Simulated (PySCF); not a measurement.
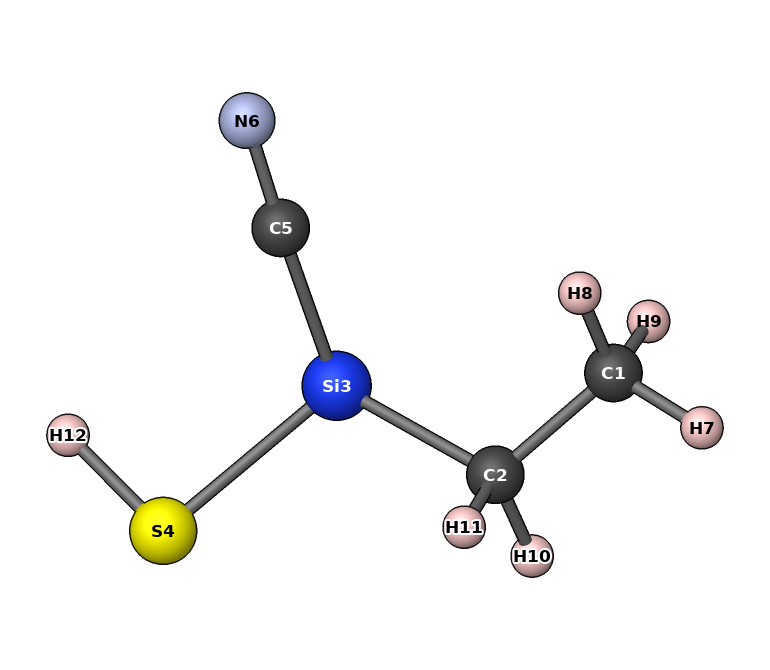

The questions are on Mulliken spin populations. State: neutral, doublet. The computed structure is the end point of a GFN2-xTB optimisation. No frequency run is at hand to confirm it as a minimum. Method: UKS B3LYP, pcH-1 on C H N S Si, non-relativistic (PySCF 2.14.0).

List the Mulliken spin populations.

```tsv
atom	value (e)
C1	0.00
C2	0.02
Si3	0.78
S4	0.12
C5	−0.04
N6	0.10
H7	0.00
H8	0.00
H9	0.00
H10	0.00
H11	0.02
H12	0.00
```

Mulliken values depend strongly on the basis set. The geometry is semi-empirical. Around Si such bond lengths and angles can be off by a tenth of an ångström or more and by several degrees, and values that hang on the shape move with them.
